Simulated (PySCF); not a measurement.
Input file:

```
mol = gto.M(atom='''
La    -0.00623    -0.04786    -0.50176
O      1.41710     0.03520     1.00035
O     -2.24077     0.01887     0.35345
H     -2.45899     0.08227     1.29052''',
    basis={'La': 'lcecp-0-SVP', 'O': 'def2-SVP', 'H': 'def2-SVP'},
    ecp={'La': 'lcecp-0-SVP'},
    charge=-1, spin=0)
mf = dft.RKS(mol, xc='PBE0')
mf.grids.atom_grid = (75, 302)  # f atoms: at least (60, 302), unpruned
mf = mf.density_fit()  # La AutoAux, O def2-universal-JKFIT, H def2-universal-JKFIT
mf.conv_tol = 1e-09; mf.max_cycle = 55
mf.kernel(dm0)
```

Launched as:

```sh
OMP_NUM_THREADS=2 python run.py
```

Core potentials replace the inner electrons of La; the highest occupied orbital lies above zero, a sign that basis and functional describe the outermost electron poorly.

The calculation used RKS PBE0, La lcecp-0-SVP with ECP47, O def2-SVP, H def2-SVP; non-relativistic Hamiltonian with scalar-relativistic core potentials where named; density fitting (PySCF).

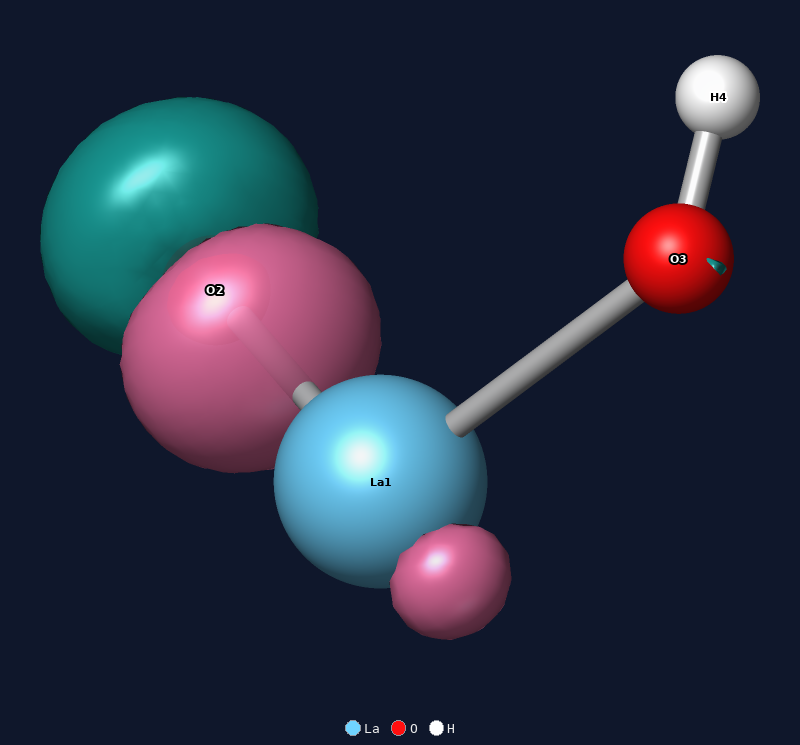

HLaO₂ (charge −1). The HOMO at ±0.2 Å⁻³ᐟ² (teal and pink are the two phases), seen at an oblique angle.

### What is the character of this orbital?

Its weight (Hirshfeld) is mainly on O2 (about 75 %) and La1 (about 25 %); it is symmetric in the molecular plane (an in-plane orbital: σ, lone-pair or in-plane π type). Its energy is 0.36 eV.
